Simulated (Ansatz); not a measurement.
# Cl3HSi···CH4O: what the fields show

Input

```
crystal:
  periodic: [false, false, false]
  atoms:
    - { symbol: Si, position_ang: [0.635982, 0.599798, 1.877731] }
    - { symbol: O, position_ang: [0.39164, -0.407717, -1.012244] }
    - { symbol: C, position_ang: [-0.755367, -0.462196, -1.914279] }
    - { symbol: Cl, position_ang: [-0.744774, 1.98754, 0.974809] }
    - { symbol: Cl, position_ang: [2.284698, 1.723466, 2.715406] }
    - { symbol: Cl, position_ang: [-0.425546, -0.388739, 3.493847] }
    - { symbol: H, position_ang: [0.625221, -1.295647, -0.68213] }
    - { symbol: H, position_ang: [1.114475, -0.415484, 0.965915] }
    - { symbol: H, position_ang: [-1.62396, -0.936868, -1.44133] }
    - { symbol: H, position_ang: [-0.510009, -0.982998, -2.848007] }
    - { symbol: H, position_ang: [-0.992361, 0.578846, -2.129819] }
magnetization:
  spin_polarized: true
basis:
  gaussian: { orbitals: "6-31G" }
hamiltonian:
  xc: r2scan
  dispersion: d4
relax:
  f_tol: 0.03
  max_steps: 50
output:
  orbitals: {}
```

Launched as:

```sh
ansatz run input.yaml --threads 2 --pin off --max-ram 3072MiB --backend cpu --events-out ev --progress --plain --runs-dir out
```

The fields are those of the relaxed geometry.

Theory: UKS r2SCAN-D4/6-31G in Ansatz 0.2.0.

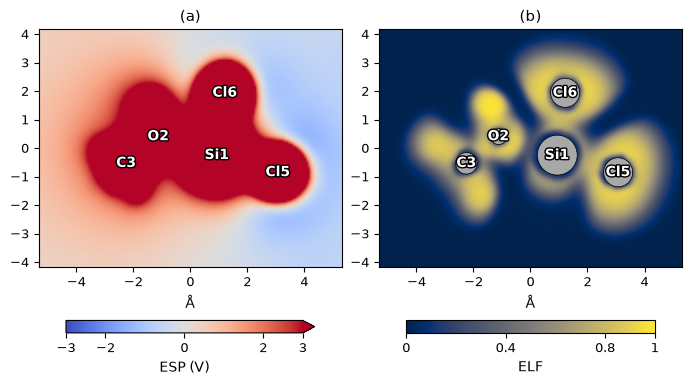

Figure 1. (a) molecular electrostatic potential; (b) electron localisation function on the plane of atoms Cl5, Si1 and Cl6. Grey discs cover the atomic cores in the ELF map.

Q: Describe what can be read from this map.

A:
- Atoms in the plane: Si, O, C and Cl.
- Si1···O2 (2.16 Å): the ELF peaks at about 0.90 in the valence shell of O, 0.6 Å from its nucleus, and is about 0.35 at the midpoint.
- C–O (1.47 Å): the ELF peaks at about 0.85 between the atoms, as expected for a polar covalent bond.
- Si–Cl (2.22 Å): the ELF peaks at about 0.80 between the atoms: a polar covalent bond.
- The ELF also peaks beside Cl5 and Cl6, away from the bonds: lone-pair regions.
- Outside the dense part of the complex the potential is most negative (−1.3 V) near Cl5.

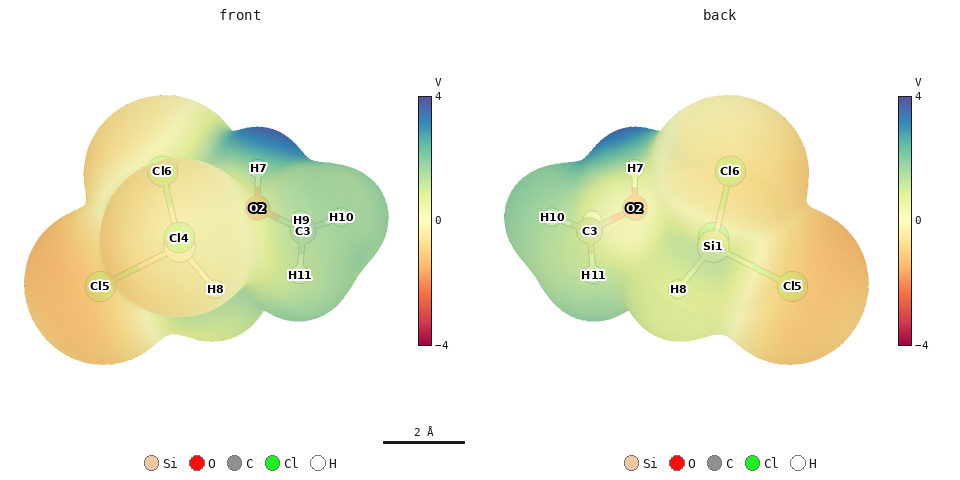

Figure 2. The molecular electrostatic potential painted on the density surface at 0.002 e/bohr³, seen from the front and from behind; red is negative and blue positive.

Q: Describe the electrostatic potential map.

A: The most negative region (about −1.3 V) lies over Cl5, the most positive (about +3.6 V) over H7.

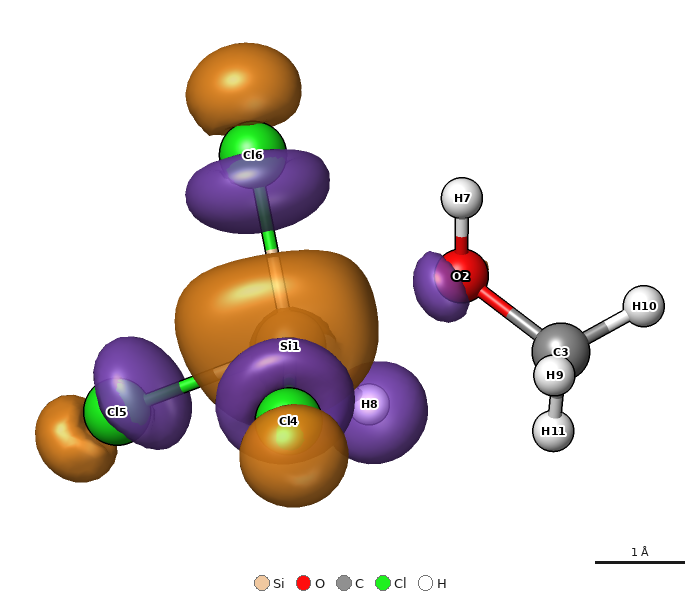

Figure 3. One frontier orbital at ±0.15 Å⁻³ᐟ² (orange and purple are the two phases), seen at a tilt.

Q: Which orbital is it: HOMO or LUMO?

A: The LUMO, at −2.47 eV. It lies mainly on Si1 (about 35 %), Cl6 (about 20 %), Cl4 (about 20 %), Cl5 (about 10 %) and H8 (about 5 %).
